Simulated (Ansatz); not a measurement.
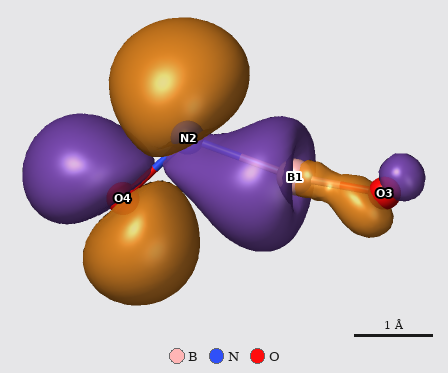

*BNO$_{2}$ (SMILES O=BN=O). One frontier orbital at ±0.1 Å⁻³ᐟ² (orange and purple are the two phases), seen at an oblique angle.*

Geometry: PBE0-D3(BJ)/def2-SVP.

Theory: isolated molecule in a Gaussian basis; Kohn-Sham density functional theory, functional PBE0 (Ansatz).

```xyz
4

B    -0.8158   -0.0675    0.4830
N     0.4159    0.7258    0.2110
O    -1.8931   -0.5226    0.7600
O     1.3839    0.1464   -0.1996
```

Which orbital is it: HOMO or LUMO?

The HOMO, at −7.79 eV. It lies mainly on O4 (about 45 %), N2 (about 40 %) and B1 (about 10 %); it is symmetric in the molecular plane (an in-plane orbital: σ, lone-pair or in-plane π type).
